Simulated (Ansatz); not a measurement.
# Os(0001) with 2 thermally displaced layers, 2x2: scattering by thermal displacements

Wanted: the phonon-limited resistivity of Os at 180 K by the Landauer route.

Program: Ansatz 0.2.0. Level of theory: Ansatz plane-wave DFT, PBE, PAW files; ballistic transport by layer matching (Landauer), zero bias; PAW set soft_1. Results are calculated unless marked as measured.

## Step 1: Starting point

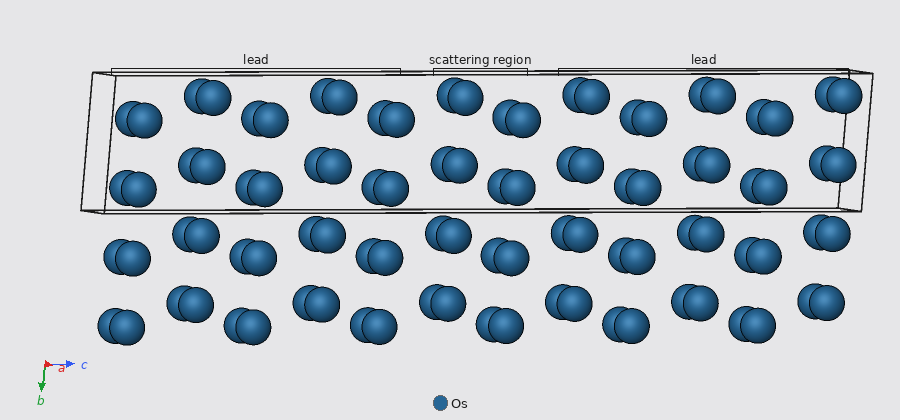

Start, viewed from the side, with the c axis across the page; osmium blue. 1×2×1 cells are drawn.

The cell holds 48 atoms: 48 Os. Its edges and angles: a = 5.468 Å, b = 5.468 Å, c = 25.918 Å, α = 90.0°, β = 90.0°, γ = 120.0°. It derives from Os. Regions: lead, 40 atoms (40 Os); scattering region, 8 atoms (8 Os). The structure is stacked along c, and the current runs across the ab planes.

## Step 2: With 2 displaced layers

Each atom of 2 layers is moved at random, by amounts drawn from a normal law 0.0257 Å wide in each direction from the Debye model (500 K) at 180 K. The layers about the cell's end stay perfect and serve as the lead. Disorder leaves little or no symmetry, which makes such runs dear. Energies from -0.05 to 0.05 eV in steps of 0.05 eV are too few for the program's thermal sum, so it prints no conductance; for a metal the transmission near the Fermi level serves, at a fraction of the cost.

The input, input.yaml:

```yaml
crystal:
  lattice:
    - [5.4682, 0.0, 0.0]
    - [-2.7341, 4.735600113, 0.0]
    - [0.0, 0.0, 25.9182]
  atoms:
    - { symbol: Os, position: [0.1666666667, 0.3333333333, 0.0416666667] }
    - { symbol: Os, position: [0.1666666667, 0.8333333333, 0.0416666667] }
    - { symbol: Os, position: [0.6666666667, 0.3333333333, 0.0416666667] }
    - { symbol: Os, position: [0.6666666667, 0.8333333333, 0.0416666667] }
    - { symbol: Os, position: [0.3333333333, 0.1666666667, 0.125] }
    - { symbol: Os, position: [0.3333333333, 0.6666666667, 0.125] }
    - { symbol: Os, position: [0.8333333333, 0.1666666667, 0.125] }
    - { symbol: Os, position: [0.8333333333, 0.6666666667, 0.125] }
    - { symbol: Os, position: [0.1666666667, 0.3333333333, 0.2083333333] }
    - { symbol: Os, position: [0.1666666667, 0.8333333333, 0.2083333333] }
    - { symbol: Os, position: [0.6666666667, 0.3333333333, 0.2083333333] }
    - { symbol: Os, position: [0.6666666667, 0.8333333333, 0.2083333333] }
    - { symbol: Os, position: [0.3333333333, 0.1666666667, 0.2916666667] }
    - { symbol: Os, position: [0.3333333333, 0.6666666667, 0.2916666667] }
    - { symbol: Os, position: [0.8333333333, 0.1666666667, 0.2916666667] }
    - { symbol: Os, position: [0.8333333333, 0.6666666667, 0.2916666667] }
    - { symbol: Os, position: [0.1666666667, 0.3333333333, 0.375] }
    - { symbol: Os, position: [0.1666666667, 0.8333333333, 0.375] }
    - { symbol: Os, position: [0.6666666667, 0.3333333333, 0.375] }
    - { symbol: Os, position: [0.6666666667, 0.8333333333, 0.375] }
    - { symbol: Os, position: [0.3335658402, 0.1659495749, 0.4589685075] }
    - { symbol: Os, position: [0.332372604, 0.6637589455, 0.458691965] }
    - { symbol: Os, position: [0.8420338587, 0.1718076128, 0.4576353655] }
    - { symbol: Os, position: [0.8256930077, 0.6632834074, 0.4583743206] }
    - { symbol: Os, position: [0.1551429669, 0.3321456881, 0.5404309664] }
    - { symbol: Os, position: [0.1617471333, 0.830378986, 0.5413529587] }
    - { symbol: Os, position: [0.6714312117, 0.3389923058, 0.5415391854] }
    - { symbol: Os, position: [0.6712849518, 0.8297225227, 0.542015296] }
    - { symbol: Os, position: [0.3333333333, 0.1666666667, 0.625] }
    - { symbol: Os, position: [0.3333333333, 0.6666666667, 0.625] }
    - { symbol: Os, position: [0.8333333333, 0.1666666667, 0.625] }
    - { symbol: Os, position: [0.8333333333, 0.6666666667, 0.625] }
    - { symbol: Os, position: [0.1666666667, 0.3333333333, 0.7083333333] }
    - { symbol: Os, position: [0.1666666667, 0.8333333333, 0.7083333333] }
    - { symbol: Os, position: [0.6666666667, 0.3333333333, 0.7083333333] }
    - { symbol: Os, position: [0.6666666667, 0.8333333333, 0.7083333333] }
    - { symbol: Os, position: [0.3333333333, 0.1666666667, 0.7916666667] }
    - { symbol: Os, position: [0.3333333333, 0.6666666667, 0.7916666667] }
    - { symbol: Os, position: [0.8333333333, 0.1666666667, 0.7916666667] }
    - { symbol: Os, position: [0.8333333333, 0.6666666667, 0.7916666667] }
    - { symbol: Os, position: [0.1666666667, 0.3333333333, 0.875] }
    - { symbol: Os, position: [0.1666666667, 0.8333333333, 0.875] }
    - { symbol: Os, position: [0.6666666667, 0.3333333333, 0.875] }
    - { symbol: Os, position: [0.6666666667, 0.8333333333, 0.875] }
    - { symbol: Os, position: [0.3333333333, 0.1666666667, 0.9583333333] }
    - { symbol: Os, position: [0.3333333333, 0.6666666667, 0.9583333333] }
    - { symbol: Os, position: [0.8333333333, 0.1666666667, 0.9583333333] }
    - { symbol: Os, position: [0.8333333333, 0.6666666667, 0.9583333333] }
kpoints:
  mp_grid: { grid: [5, 5, 1] }
hamiltonian:
  xc: pbe
  pseudopotentials: { kind: paw, azcp: { folder: soft_1 } }
scf:
  occupations: { method: fermi_dirac, width: 0.1 }
output:
  transmission:
    leads: [[0, 8]]
    kmesh: [10, 10]
    e_range: [-0.05, 0.05]
    de: 0.05
  write_potential: true
  write_density: true
  volumetric_format: npy
  elf: true
```

Command:

```
$ ansatz run input.yaml --threads 4 --pin off --max-ram 15360MiB --backend cpu --events-out ev --progress --plain --runs-dir out
```

Numbers of over 12 decimals in the logs are rounded to 6 here.

Output:

```text
Engine: ansatz 0.2.0, x86_64-unknown-linux-gnu
Pseudopotentials: kind: paw
Pseudopotential: Os, paw, valence charge 16, recommended cutoff 420 eV (normal), soft_1/Os.paw.azcp
Functional definition: PBE
  parameter kappa = 0.804
  parameter beta = 0.066725
  exchange = pbe_x(kappa = kappa, mu = beta*pi^2/3)
  correlation = pbe_c(beta = beta)
Crystal: 48 atoms, lattice volume = 671.157 Å³
Basis set: ecut = 420 eV, 13017 PW (Γ)
Bands: 461, of which v1, the nominal top of the filled ones, is band 384 counted from 1 (383 counted from 0)
Symmetry: 1 space group operations
Space group: P1 (ITA 1), of the structure as read, at distance tolerance 8.8e-5 Å
k-points: 13 of 25 (time reversal used)
Non-local potential: Os, projectors of the file, l = 0: 3, l = 1: 2, l = 2: 2, l = 3: 1
PAW form: soft (Blöchl's): semilocal exchange-correlation on the pseudo side does not see the compensation charge
PAW one-centre angular grid: Os, 590 points (default); XC on 64 Gauss nodes
Initial density: superposition of atomic densities (chi_scale 0.1, normalization cell)
Initial wavefunctions: pseudopotential atomic-orbital guess
Functional: x = pbe(κ = 0.804, μ = 0.219515), c = pbe(β = 0.066725)
SCF iter   1: F=—  HF=-546530.920881 eV  |F-HF|=—  |Δ(HF+E_count)|=         —  Δρ=6.01e-2  dr2=2.06e1  ethr=3.10e-3  ⟨swp⟩=5.5  Hψ=19820  notcnv=0  defer=21
preconditioner: auto → Kerker (q_TF=auto, 2.790 Å⁻¹)  [metal: Δε(μ)=0.094 eV  Ē_g=6.264 eV  σ=0.100 eV  W_gap=0.23  n_scr=268 (ndim 8)  ℏωp=28.1 eV  f_vac=0.000  D(μ)=31.03/eV (n_scr^D=292)]
SCF iter   2: F=—  HF=-546525.462426 eV  |F-HF|=—  |Δ(HF+E_count)|=    5.46e0  Δρ=3.31e-2  dr2=5.83e0  ethr=2.69e-3  ⟨swp⟩=3.0  Hψ=10090  notcnv=0  defer=74
SCF iter   3: F=—  HF=-546523.723052 eV  |F-HF|=—  |Δ(HF+E_count)|=    1.74e0  Δρ=3.71e-3  dr2=3.50e-2  ethr=7.59e-4  ⟨swp⟩=2.0  Hψ=9230  notcnv=0  defer=74
SCF iter   4: F=—  HF=-546523.724889 eV  |F-HF|=—  |Δ(HF+E_count)|=   1.84e-3  Δρ=4.24e-4  dr2=8.64e-4  ethr=4.56e-6  ⟨swp⟩=2.3  Hψ=10497  notcnv=0  defer=62
SCF iter   5: F=—  HF=-546523.724973 eV  |F-HF|=—  |Δ(HF+E_count)|=   8.43e-5  Δρ=8.82e-5  dr2=3.54e-5  ethr=1.12e-7  ⟨swp⟩=2.3  Hψ=11212  notcnv=0  defer=62
SCF iter   6: F=—  HF=-546523.726191 eV  |F-HF|=—  |Δ(HF+E_count)|=   1.22e-3  Δρ=1.17e-5  dr2=1.17e-6  ethr=4.61e-9  ⟨swp⟩=2.0  Hψ=8425  notcnv=0  defer=62
SCF iter   7: F=-546523.726191 eV  HF=-546523.726191 eV  |F-HF|=3.84e-8  |Δ(HF+E_count)|=   1.46e-7  Δρ=1.72e-6  dr2=5.06e-8  ethr=1.30e-11  ⟨swp⟩=7.2  Hψ=15156  notcnv=0
SCF 1 converged in 7 iterations: F = -546523.726191 eV  dr2 = 5.06e-8
  greatest PAW one-centre occupation: 1.000 electrons in one spin orbital (limit 2), on the Os atom at site 24 (counted from 0), in its partial waves of l = 0
transmission: 251 of 2496 steps passed
transmission: 500 of 2496 steps passed
[...]
transmission: 2496 of 2496 steps passed
SCF converged after 7 iterations
Free energy (F): -546523.726191 eV
Harris-Foulkes:  -546523.726191 eV  (|F-HF|=3.84e-8)
Internal energy: -546522.633586 eV  (E = F + TS)
E sigma→0 (E₀):  -546523.179888 eV
Entropy (-TS):   -1.092605 eV (-22.763 meV/atom)
Fermi energy:    26.053377 eV
--- Per-component energies (eV) ---
  E_band       = -3114.072598
  E_kinetic    = 23639.925753
  E_local      = -43722.895623  (includes V_loc(G=0)·N_el)
  E_nonlocal   = 9410.671568
  E_hartree    = 15691.145512
  E_xc         = -11239.585314
  E_vxc        = -11838.137117  (∫ρ·V_xc dr)
  E_paw        = -434263.978541  (= ΣΔE_a)
  E_vpaw       = -11985.948629  (= ΣTr[D̂ρ^β])
  E_aug_tail   = 0.021054  (compensation charges beyond the density's cutoff)
  E_ewald      = -106037.937993
  E_smearing   = -1.092605  (= −TS)
  E_closure    = 0.000000  (closes the sum)
  Σ components = -546523.726191   (vs F -546523.726191, Δ=0.00e0)
--- Band table (eV; the first three rows and the last of 13) ---
  k-point 0: bands = [... 380 lower, 26.7228, 26.7249, 26.7259, 26.7312, 26.7377, 26.9272, 26.9325, 26.9391, ... 73 higher]
  k-point 1: bands = [... 380 lower, 26.1742, 26.1936, 26.2085, 26.2192, 26.2328, 26.8687, 26.8781, 27.0915, ... 73 higher]
  k-point 2: bands = [... 380 lower, 25.6560, 25.7890, 25.7989, 25.8515, 25.9305, 25.9386, 26.0478, 26.1691, ... 73 higher]
  k-point 12: bands = [... 380 lower, 25.7933, 25.8640, 25.8800, 26.1193, 26.1333, 26.1636, 26.1710, 26.1744, ... 73 higher]
--- Transmission ---
  basis      : 223 plane waves across, 48 finite elements along
  points     : 52, standing for a mesh of 10 x 10
  energies   : 3 from -0.050000 to 0.050000 eV about the Fermi level, 0.050000 eV apart; the leads are filled to 0.000000 eV, and channels, transmission and decay are at 0.000000 eV
  crystal 0  : Os8, at the sites [0, 8], period 4.3197 Å, over 21.60 Å; its Hamiltonian steps by up to 1.2 meV
    offset         : up to 0.0000 Å between an atom of the period and one for which it stands
    channels       : 4.550000e0 a spin
    conductance    : none, the energies end too early or step too widely for 300 K: set another output.transmission.e_range or a lower de, or, where they end at an eighth of basis.ecutwfc, a higher one
  junction   : crystal 0 to crystal 0, 0.70 to 22.30 Å
    transmission   : 4.458304e0 a spin
    conductance    : none, the energies end too early or step too widely for 300 K: set another output.transmission.e_range or a lower de, or, where they end at an eighth of basis.ecutwfc, a higher one
```

Run time: 5.4 min. Hardware: 4 threads of AMD EPYC 9R14 (Zen 4), shared host; peak memory 6.7 GiB; 20 min of CPU time.

Reading the cycles: dr2 is the Hartree energy of the density residual (eV), the measure of convergence; HF is the Harris–Foulkes estimate of the energy, which meets the free energy F at convergence.

Numbers from this step:

| Item | Value |
| --- | --- |
| free energy | -546523.7262 eV |
| energy at zero smearing | -546523.1799 eV |
| Fermi energy | 26.05 eV |
| cell area | 25.90 Å² |
| transmission per spin nearest the Fermi level | 4.458 |
| open channels per spin nearest the Fermi level | 4.55 |
| step of the lead's potential | 1.2 meV |

Per spin. Table of transmission, zone mean by energy, zero at the Fermi level:

```
energy (eV)  transmission, zone mean
    -0.0500                     4.67
     0.0000                     4.46
     0.0500                     4.48
```

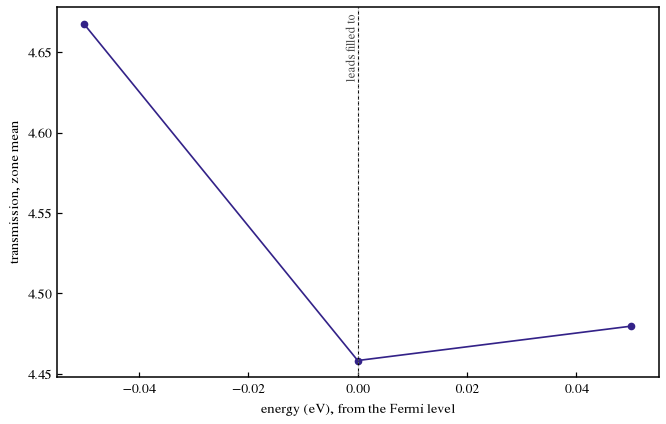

Transmission, zone mean, plotted against energy.

Per spin. Open channels, zone mean, lead against energy, zero at the Fermi level:

```
energy (eV)  open channels, zone mean, lead
    -0.0500                            4.74
     0.0000                            4.55
     0.0500                            4.55
```

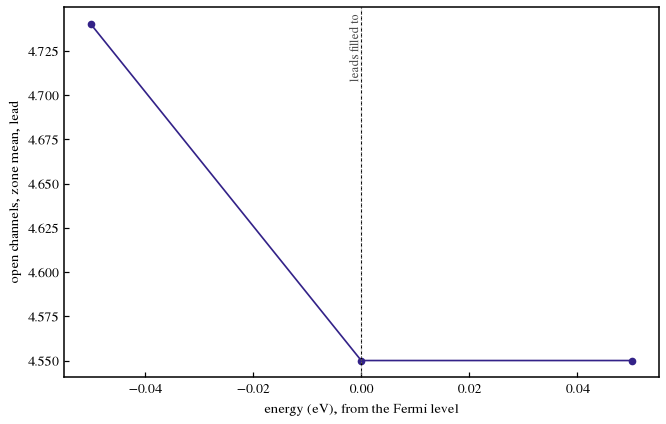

Open channels, zone mean, lead against energy.

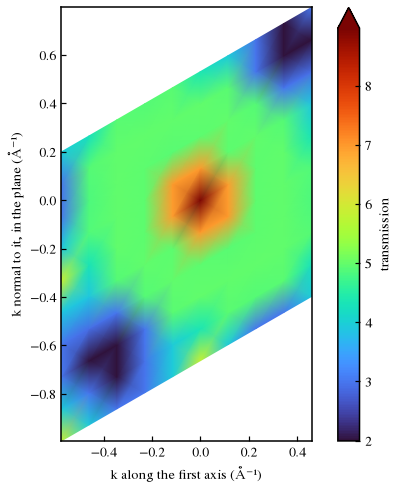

Transmission over k1 and k2. At 0.0000 eV from the Fermi level.

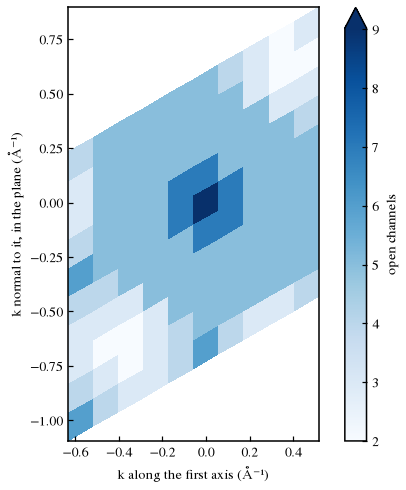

Open channels over k1 and k2. At 0.0000 eV from the Fermi level.

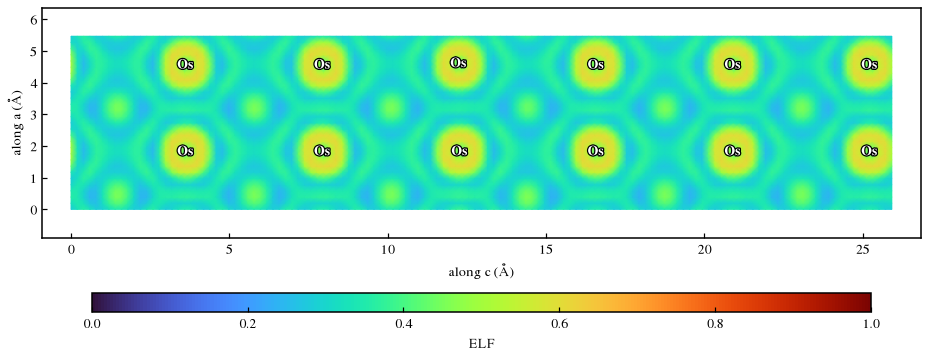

ELF in the ca plane at fractional y = 0.166, with atoms of Os within 0.2 Å of it. It is the smooth field of the valence electrons, not physical close to the nuclei.

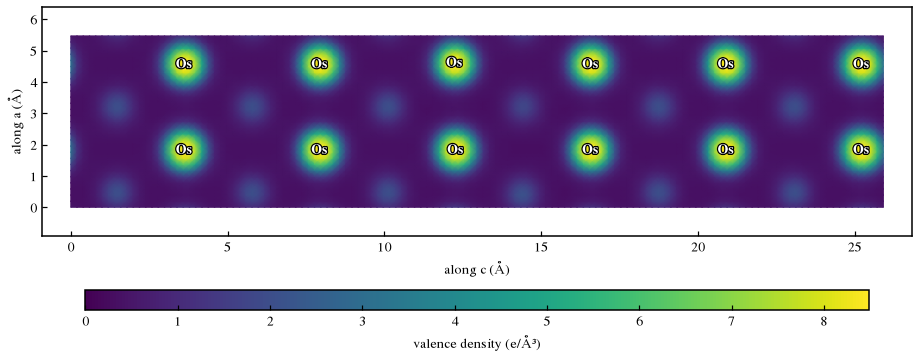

Valence density in the ca plane at fractional y = 0.166, with atoms of Os within 0.2 Å of it. It is the smooth field of the valence electrons, not physical close to the nuclei.

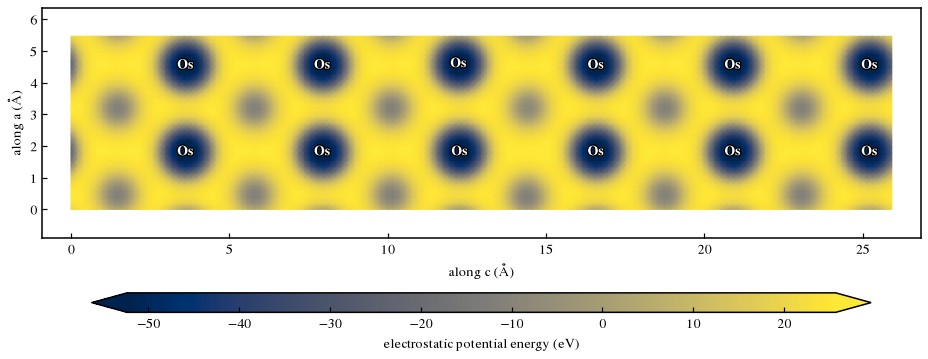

Electrostatic potential energy in the ca plane at fractional y = 0.166, with atoms of Os within 0.2 Å of it. With pseudopotentials it is smooth inside the atoms' cores, unlike the true potential.

Over the solved energies the transmission per spin lies between 4.46 and 4.67, out of 4.61 channels of the lead on average (up to 4.74).

(Continued in part 2 of 2.)

[Logs are printed without paths, hosts, clocks, repeated set-up lines and the standing remarks that a program may print on its own settings, such as how far it seeks lower states.]

[Hosts, paths, dates, database ids (printed as entryN), source tags and the programs' standing remarks are cut or masked in the printed files.]
